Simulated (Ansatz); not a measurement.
# Calculations on Si$_{3}$N$_{2}$H$_{9}$ and related structures

Part 1: Relaxation

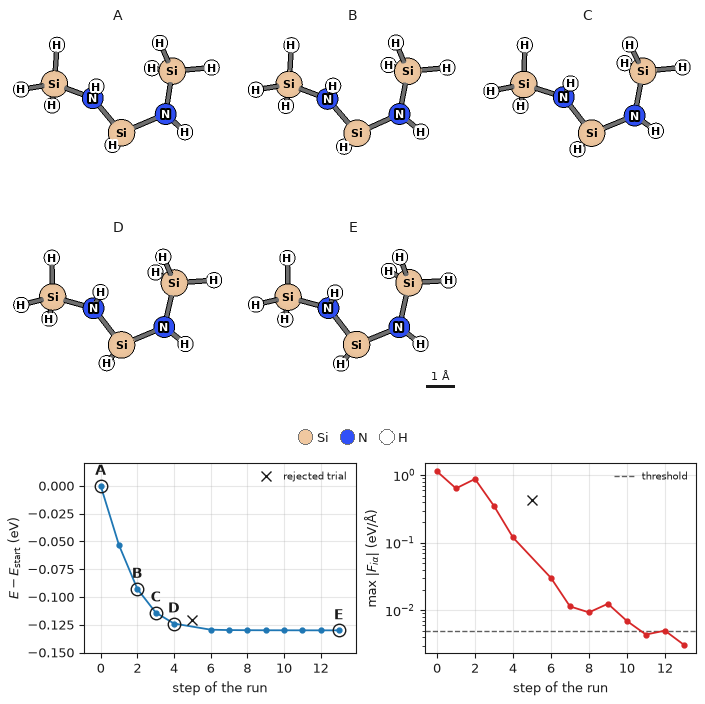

Frames of a relaxation of Si$_{3}$N$_{2}$H$_{9}$ (multiplicity 2), marked on the history of the run. Style: ball-and-stick. Shown face on.

It is one of the separated reactants of a reaction.

Method: UKS PBE0-D4/def2-TZVP (Ansatz 0.2.0).

Input file:
```yaml
crystal:
  periodic: [false, false, false]
  atoms:
    - {symbol: Si, position_ang: [0.188564, -0.868442, 1.315469]}
    - {symbol: N, position_ang: [1.619705, -0.192030, 0.514023]}
    - {symbol: Si, position_ang: [1.653320, -0.214423, -1.256913]}
    - {symbol: N, position_ang: [-1.159887, -0.276428, 0.446190]}
    - {symbol: Si, position_ang: [-2.506204, -1.159738, -0.201872]}
    - {symbol: H, position_ang: [0.173135, -2.358615, 1.199942]}
    - {symbol: H, position_ang: [2.488987, -0.514272, 0.928734]}
    - {symbol: H, position_ang: [0.855988, 0.923203, -1.763792]}
    - {symbol: H, position_ang: [1.103628, -1.490329, -1.782407]}
    - {symbol: H, position_ang: [3.074710, -0.077315, -1.661765]}
    - {symbol: H, position_ang: [-1.254650, 0.736856, 0.412182]}
    - {symbol: H, position_ang: [-2.233593, -2.600711, 0.022270]}
    - {symbol: H, position_ang: [-2.649222, -0.899362, -1.658853]}
    - {symbol: H, position_ang: [-3.778902, -0.779501, 0.464374]}
basis:
  gaussian: {orbitals: def2-TZVP}
magnetization: {spin_polarized: true, initial_magnetization: 1}
hamiltonian: {xc: pbe0, dispersion: d4}
relax: {f_tol: 0.005, max_steps: 200}
```

Run as
```bash
ansatz run in.yaml --threads 4 --pin off --events-out ev --progress --plain --max-ram 66560MiB --backend cuda --devices 0, --max-vram 37GiB
```

> What happens along the run?

The energy falls by 0.130 eV in 12 accepted moves (13 points after the start). Largest force component: 1.1 eV/Å at the start, 0.0031 eV/Å at the end. The line search rejected the trial step at point 5 of the run. The atom that moves furthest after the best rigid fit is H6 (0.40 Å). By element the largest moves are H 0.40 Å, N 0.31 Å, Si 0.07 Å. Among the contacts that change: N2–Si3 1.771 → 1.733 Å, Si1–N4 1.710 → 1.727 Å, N2–H7 1.016 → 1.009 Å, N4–Si5 1.736 → 1.732 Å. Bond angles that change, for instance: Si1–N2–Si3 117.5° → 125.4°, Si1–N2–H7 112.6° → 117.9°, Si3–N2–H7 112.8° → 116.6°. From step 0 to 2: H6 moves most (0.15 Å), energy −0.093 eV. From step 2 to 3: N2 moves most (0.17 Å), energy −0.021 eV. From step 3 to 4: H11 moves most (0.18 Å), energy −0.010 eV. From step 4 to 13: H9 moves most (0.09 Å), energy −0.006 eV.

Part 2: Relaxation

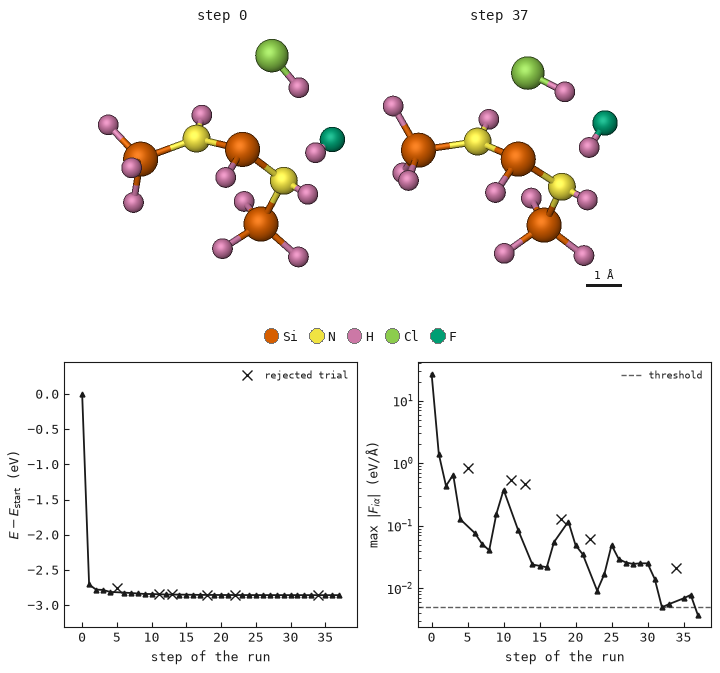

First and last geometry of a relaxation of Si3N2H11ClF (multiplicity 2) (started from a transition state, displaced along its imaginary mode), with the history of the run. Style: ball-and-stick. Shown at a tilt.

All numbers below come from UKS PBE0-D4/def2-TZVP in Ansatz 0.2.0. Set-up: force threshold 0.005 eV/Å; at most 200 steps.

What do the curves and the structures tell?

Answer. It converged. The energy falls by 2.859 eV in 31 accepted moves (37 points after the start). The largest force component goes from 27 to 0.0037 eV/Å. The line search rejected the trial steps at points 5, 11, 13, 18, 22, 34 of the run. The forces were under the threshold at step 32, but the run went on from there. The atom that moves furthest after the best rigid fit is the Cl atom (1.46 Å). By element the largest moves are Cl 1.46 Å, H 1.01 Å, F 0.57 Å, Si 0.39 Å, N 0.29 Å. Among the contacts that change: F–H 0.724 → 0.985 Å, Cl–H 1.234 → 1.309 Å, H–N 1.543 → 1.581 Å, H–Si 1.464 → 1.486 Å. Bond angles that change, for instance: Si–N–H 109.6° → 112.6°, Si–N–Si 114.9° → 117.5°, N–Si–H 109.2° → 111.5°. Groups turn about N–Si by about 30°. The run took about 110 s of wall time on a shared GPU.

```tsv
step	E − E(0), eV	largest force component, eV/Å	note
0	0.0000	26.9663	
1	-2.7074	1.4042	
2	-2.7802	0.4351	
3	-2.7843	0.6548	
4	-2.8124	0.1265	
5	-2.7585	0.8350	rejected
6	-2.8224	0.0767	
7	-2.8283	0.0514	
8	-2.8352	0.0405	
9	-2.8421	0.1553	
10	-2.8425	0.3763	
11	-2.8400	0.5427	rejected
13	-2.8450	0.4623	rejected
14	-2.8511	0.0241	
16	-2.8538	0.0217	
17	-2.8552	0.0547	
19	-2.8561	0.1169	
20	-2.8567	0.0490	
21	-2.8570	0.0350	
23	-2.8573	0.0092	
24	-2.8576	0.0169	
26	-2.8580	0.0293	
27	-2.8580	0.0259	
28	-2.8581	0.0246	
30	-2.8583	0.0251	
31	-2.8584	0.0141	
33	-2.8585	0.0056	
34	-2.8585	0.0212	rejected
36	-2.8586	0.0079	
37	-2.8586	0.0037
```

Part 3: Reaction

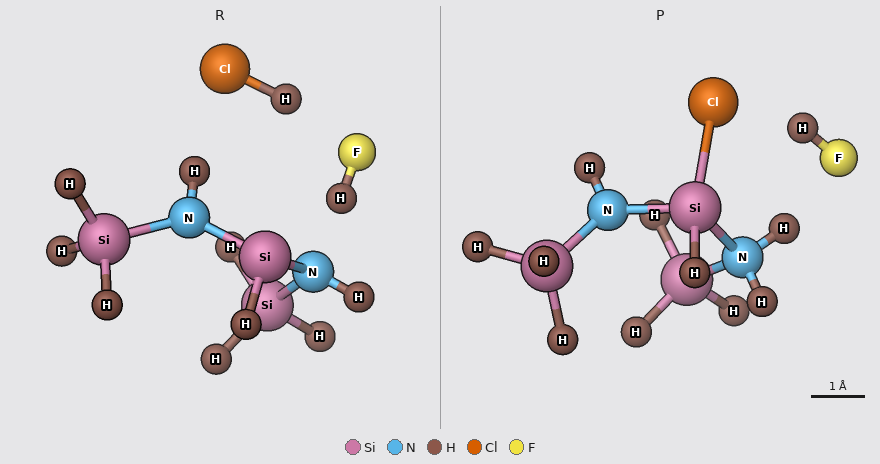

Reactant (R) and product (P) of one elementary step of Si$_{3}$N$_{2}$H$_{11}$ClF (multiplicity 2). Style: ball-and-stick. Shown at a tilt.

Stationary points at PBE0-D4/def2-TZVP, single-point energies with CCSD(T)/CBS, SPW92 (LDA), r2SCAN0-D4, B2PLYP (def2-TZVPP where no basis is named; Ansatz 0.2.0). The energies are electronic, without zero-point or thermal terms, and both ends are the minima reached downhill from the saddle, with any fragments still in contact. CCSD(T)/CBS stands for a frozen-core estimate: MP2 correlation extrapolated from def2-TZVPP and def2-QZVPP, CCSD(T) minus MP2 from the smaller set.

Predict the saddle point between them and the barrier.

Answer. Counted by bonded pieces, R holds HCl + HF + Si₃H₉N₂ and P holds HF + Si₃H₁₀N₂Cl. From R over the saddle to P, bonds form: Cl–Si (4.36 → 3.25 → 2.39 Å), H–N (1.58 → 1.24 → 1.03 Å), F–H (1.70 → 1.29 → 0.96 Å). Bonds break: Cl–H (1.31 → 1.43 → 1.95 Å), F–H (0.98 → 1.18 → 1.81 Å). The saddle has one imaginary mode, 713i cm⁻¹. With CCSD(T)/CBS the barrier is 31.9 kJ/mol from R and 63.0 kJ/mol from P, and P lies 31.1 kJ/mol below R.

```tsv
level	barrier from R (kJ/mol)	barrier from P (kJ/mol)	P less R (kJ/mol)
CCSD(T)/CBS	31.9	63.0	−31.1
SPW92 (LDA)	−11.7	35.6	−47.4
r2SCAN0-D4	20.7	55.7	−35.0
B2PLYP	30.0	52.1	−22.1
```

Against CCSD(T)/CBS, B2PLYP comes closest on the barrier from R (−1.9 kJ/mol) and SPW92 (LDA) misses most (−43.6 kJ/mol).

The saddle point in the same view, with dashed sticks for the bonds that form or break:

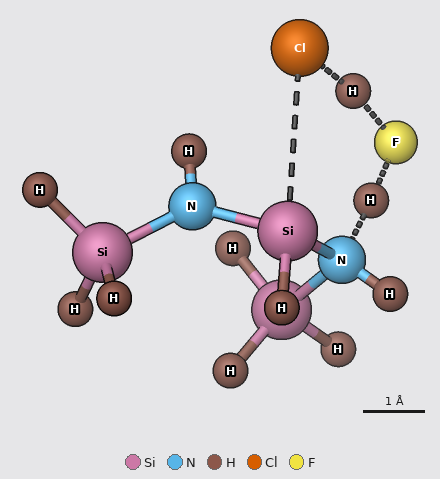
